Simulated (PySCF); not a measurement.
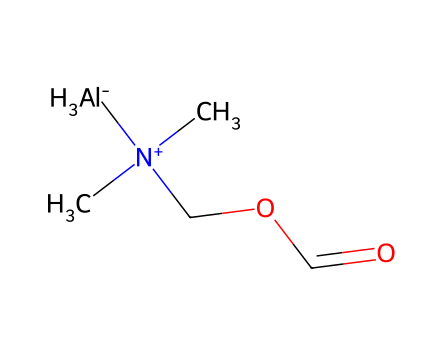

A structural formula.

Transcribe the drawing into SMILES.

C[N+](C)([AlH3-])COC=O

Give the formula, hydrogens included.

C4H12AlNO2.

An optimisation with PBE0-D3(BJ)/def2-SVP gave a structure of which point group?

C1. Other conformers may differ.

More results for the same structure follow; atom numbers are the same in all pictures, views and colours differ. The computed structure is the end point of a PBE0-D3(BJ)/def2-SVP optimisation. No frequency run is at hand to confirm it as a minimum.

## Shape

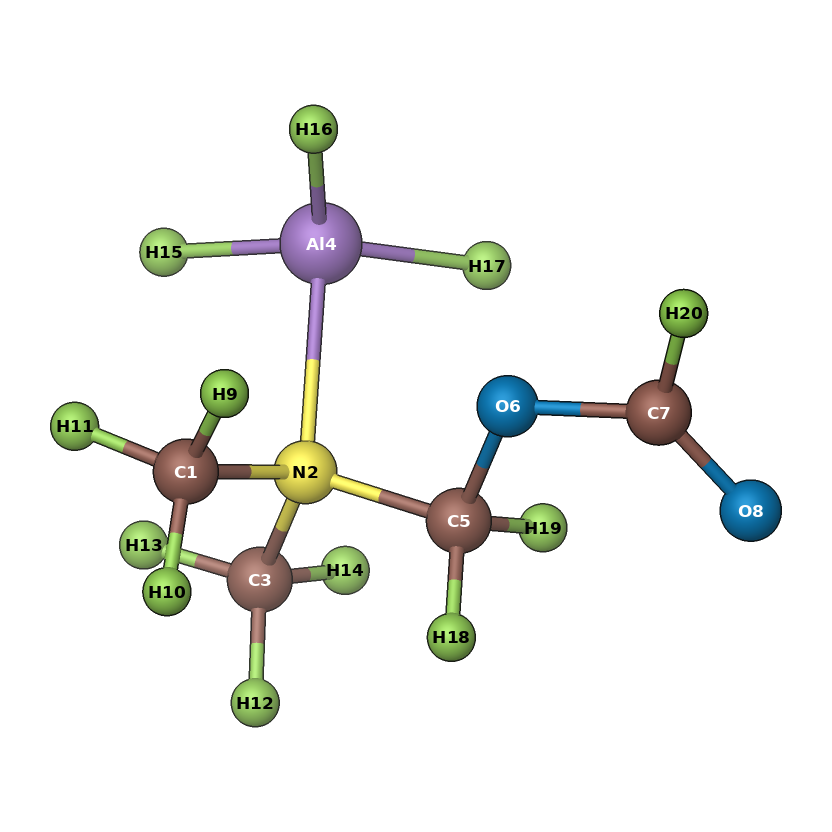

No frequency run is at hand to confirm it as a minimum.

Give these bond angles: C1–N2–Al4, N2–C1–H10, N2–C1–H11, N2–C3–H14, N2–Al4–H15, N2–Al4–H16, N2–Al4–H17, N2–C5–O6, N2–C5–H18, C3–N2–Al4, Al4–N2–C5, C5–O6–C7.

```json
{"angle": "C1–N2–Al4", "degrees": "108.8"}
{"angle": "N2–C1–H10", "degrees": "110.8"}
{"angle": "N2–C1–H11", "degrees": "108.9"}
{"angle": "N2–C3–H14", "degrees": "109.5"}
{"angle": "N2–Al4–H15", "degrees": "97.2"}
{"angle": "N2–Al4–H16", "degrees": "104.1"}
{"angle": "N2–Al4–H17", "degrees": "97.6"}
{"angle": "N2–C5–O6", "degrees": "107.3"}
{"angle": "N2–C5–H18", "degrees": "110.9"}
{"angle": "C3–N2–Al4", "degrees": "107.4"}
{"angle": "Al4–N2–C5", "degrees": "109.9"}
{"angle": "C5–O6–C7", "degrees": "116.2"}
```

## Excitation

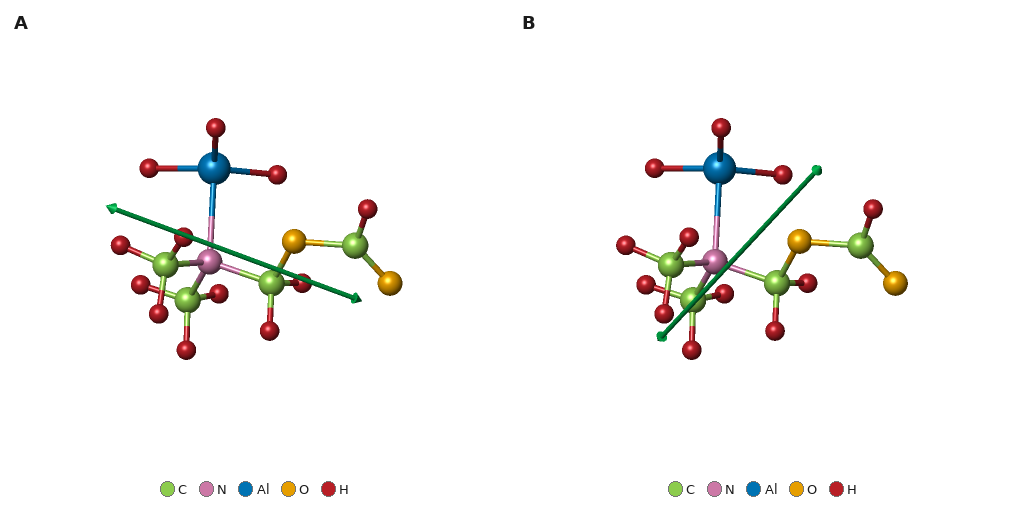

The double arrows show the directions of two transition dipoles from the ground state (lengths mean nothing). No frequency run is at hand to confirm it as a minimum. Properties computed with TDDFT PBE0/def2-SVPD, vertical, gas phase, core orbitals frozen in the response (PySCF 2.14.0).

One belongs to singlet state 5 and one to singlet state 6. Which is which?

A: state 5, 6.62 eV (187 nm), oscillator strength 0.028, mainly HOMO−1 → LUMO+1 (weight 0.78).
B: state 6, 6.93 eV (179 nm), oscillator strength 0.032, mainly HOMO → LUMO+2 (weight 0.79).

## Polarisability

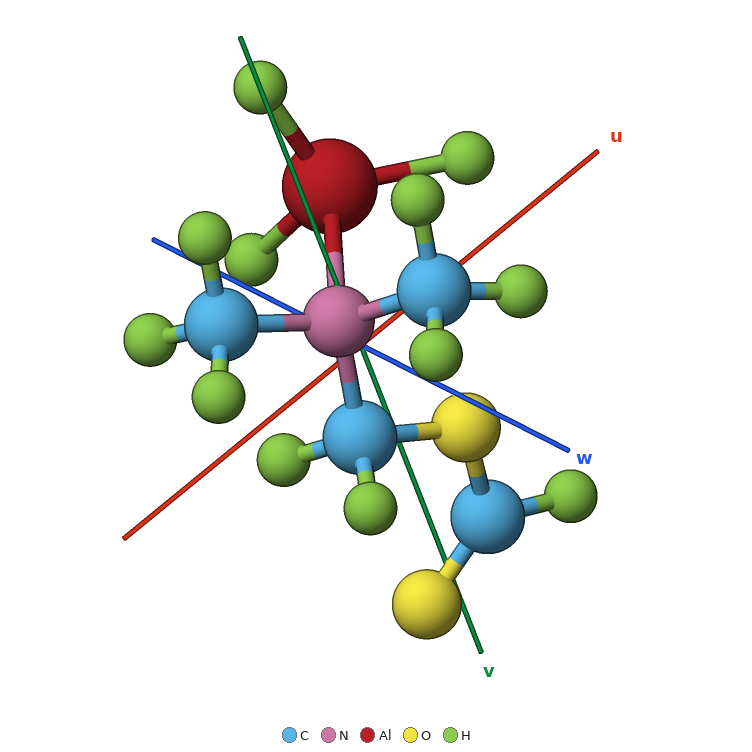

The lines u, v and w are the principal axes of the static dipole polarisability. No frequency run is at hand to confirm it as a minimum. Method: PBE0/def2-SVPD in chloroform (IEF-PCM) (PySCF 2.14.0).

Along which axis is the molecule most polarisable, and along which least?

Most along v, least along w.

Give the three principal values.

u 120.0, v 131.4, w 110.7 bohr³; mean 120.7, anisotropy 18.0 bohr³.

## Quadrupole coupling

No frequency run is at hand to confirm it as a minimum. Electric field gradients from the ground-state density, PBE0/pcSseg-1 in chloroform (IEF-PCM) (PySCF 2.14.0), non-relativistic apart from any core potentials.

Give the largest field-gradient component, the quadrupole coupling constant and the asymmetry for 14N at N2 (Q = 20.44 mb), 27Al at Al4 (Q = 146.6 mb), 17O at O6 (Q = −25.6 mb), 17O at O8 (Q = −25.6 mb), 2H at H9 (Q = 2.86 mb), 2H at H10 (Q = 2.86 mb), 2H at H11 (Q = 2.86 mb), 2H at H12 (Q = 2.86 mb).

```tsv
atom	V_zz (a.u.)	e²qQ/h (MHz)	η
N2	−0.802	−3.85	0.07
Al4	0.818	28.2	0.05
O6	1.655	−9.96	0.41
O8	−1.611	9.69	0.27
H9	0.287	0.193	0.07
H10	0.275	0.185	0.08
H11	0.284	0.191	0.07
H12	0.275	0.185	0.08
```

## Charges

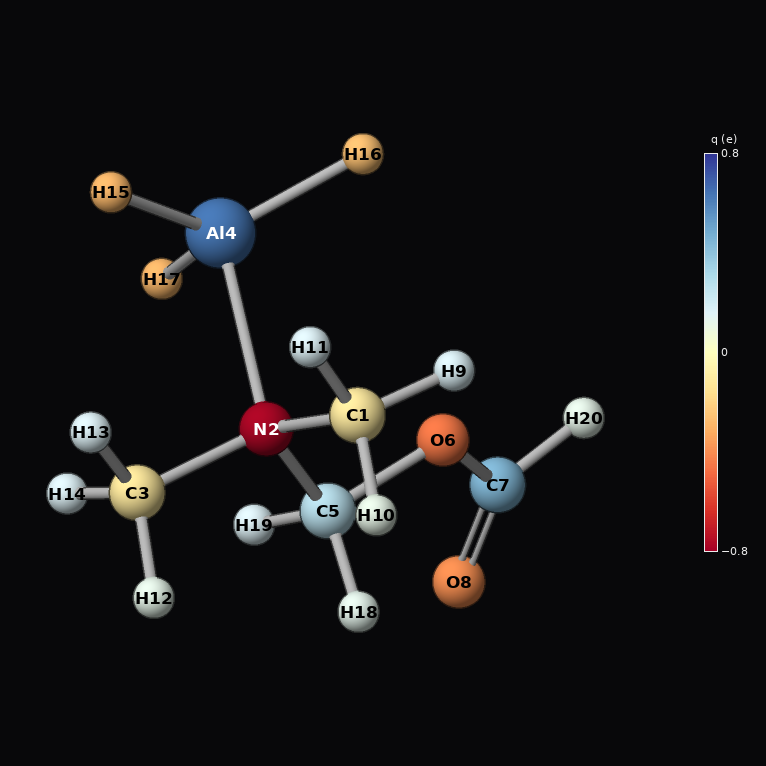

Atoms are coloured by their Mulliken charges. No frequency run is at hand to confirm it as a minimum. Properties computed with PBE0/pcSseg-1, gas phase (PySCF 2.14.0).

List the Mulliken charges.

| atom | value (e) |
| --- | --- |
| C1 | −0.10 |
| N2 | −0.77 |
| C3 | −0.11 |
| Al4 | 0.63 |
| C5 | 0.27 |
| O6 | −0.45 |
| C7 | 0.43 |
| O8 | −0.39 |
| H9 | 0.17 |
| H10 | 0.12 |
| H11 | 0.16 |
| H12 | 0.12 |
| H13 | 0.16 |
| H14 | 0.16 |
| H15 | −0.28 |
| H16 | −0.26 |
| H17 | −0.28 |
| H18 | 0.13 |
| H19 | 0.16 |
| H20 | 0.12 |

Mulliken values depend strongly on the basis set and can even reverse the polarity of a bond.
